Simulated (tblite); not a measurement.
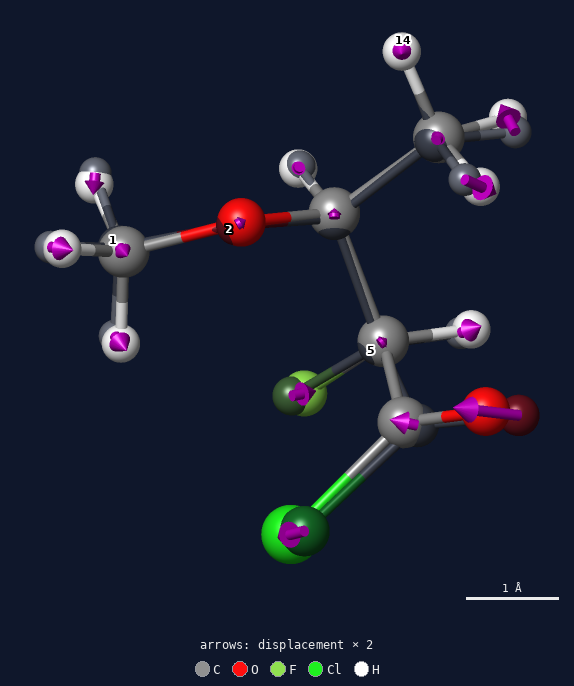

This is a relaxation of C5H8ClFO2. The starting structure is drawn faded, the final one solid; purple arrows show the displacements, magnified 2 times. The two geometries are superimposed by the best rigid fit.

The picture is a ball-and-stick view, seen face on.

These are results of GFN2-xTB geometry optimisation, gas phase (tblite 0.8.0), not measurements. 

Q: What happened in the run?

A: Over 73 geometry steps the energy falls by 21.1 kJ/mol. The atom that moves furthest after the best rigid fit is an O atom (0.45 Å). By element the largest moves are O 0.45 Å, H 0.28 Å, Cl 0.27 Å, F 0.17 Å, C 0.16 Å. Among the contacts that change: C–O 1.238 → 1.187 Å, C–C 1.526 → 1.561 Å, C–O 1.429 → 1.402 Å, C–H 1.111 → 1.086 Å. Among the angles between lasting bonds that change: C–C–H 107.0° → 110.4°, C–C–H 109.3° → 106.0°, O–C–Cl 124.5° → 121.4°.
